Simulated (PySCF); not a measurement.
C₅H₁₃NSi₄, SMILES [SiH3][SiH2][SiH2][SiH2]c1ccccn1, geometry in Å:

```xyz
23

Si    -2.2769     1.7747    -0.1744
Si    -2.2710    -0.1989     1.0937
Si    -1.8646    -2.0286    -0.3218
Si    -0.1170    -1.4606    -1.7790
C      1.1077    -0.4213    -0.7683
C      2.4924    -0.6280    -0.7637
C      3.2996     0.1839     0.0302
C      2.7011     1.1795     0.7965
C      1.3148     1.3165     0.7339
N      0.5431     0.5421    -0.0209
H     -3.6524     2.3740    -0.1863
H     -1.3542     2.8028     0.3973
H     -1.9008     1.4951    -1.5933
H     -3.6079    -0.4146     1.7434
H     -1.2533    -0.1526     2.1879
H     -1.4933    -3.2552     0.4550
H     -3.0987    -2.3383    -1.1130
H      0.6038    -2.6471    -2.3392
H     -0.6323    -0.6438    -2.9211
H      2.9297    -1.4198    -1.3766
H      4.3828     0.0394     0.0519
H      3.2917     1.8387     1.4360
H      0.8023     2.0843     1.3249
```

Vertical TDDFT excitations, B3LYP/def2-SVPD in PySCF, at a PBE0-D3(BJ)/def2-SVP geometry (no frequency check), gas phase.

Question: What does its absorption spectrum look like?

Answer: The lowest singlet lies at 4.42 eV (280 nm, f = 0.005); the brightest of the first 10 is S7 at 5.80 eV (214 nm), f = 0.061, mixed, the largest part being HOMO−2 → LUMO+1 (44 %). No singlet lies below 3.1 eV (beyond 400 nm), so at this level no vertical transition falls in the visible.


```csv
state,E (eV),λ (nm),f,main character
S1,4.42,280,0.005,HOMO → LUMO (90 %)
S2,4.79,259,0.001,HOMO → LUMO+1 (90 %)
S3,5.03,246,0.049,HOMO−1 → LUMO (95 %)
S4,5.22,237,0.023,HOMO−2 → LUMO (78 %)
S5,5.45,228,0.017,HOMO−1 → LUMO+1 (85 %)
S6,5.62,221,0.012,HOMO−3 → LUMO (58 %)
S7,5.80,214,0.061,HOMO−2 → LUMO+1 (44 %)
S8,6.01,206,0.003,HOMO → LUMO+2 (74 %)
S9,6.07,204,0.003,HOMO−4 → LUMO (31 %)
S10,6.15,202,0.005,HOMO → LUMO+3 (93 %)
```

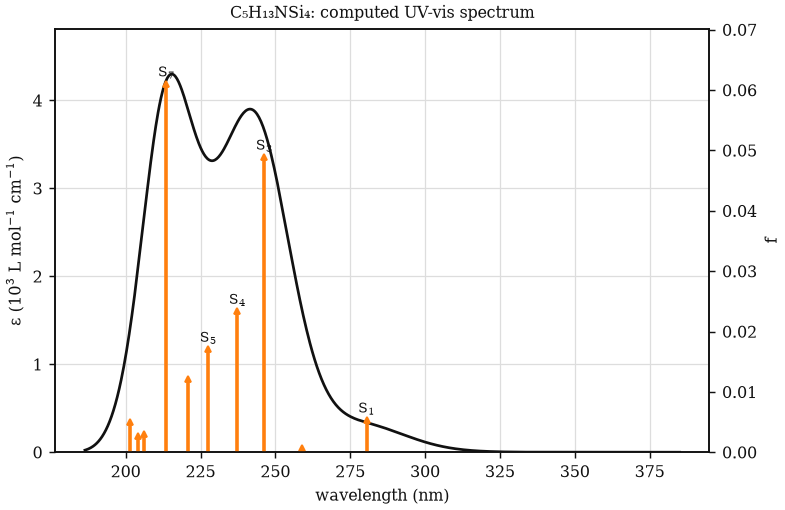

The lowest 10 singlet states are shown; each is broadened by a Gaussian of 1/e half-width 0.30 eV. Sticks give oscillator strengths (right axis).

Note: one conformer of a flexible molecule; core orbitals are frozen in the response.
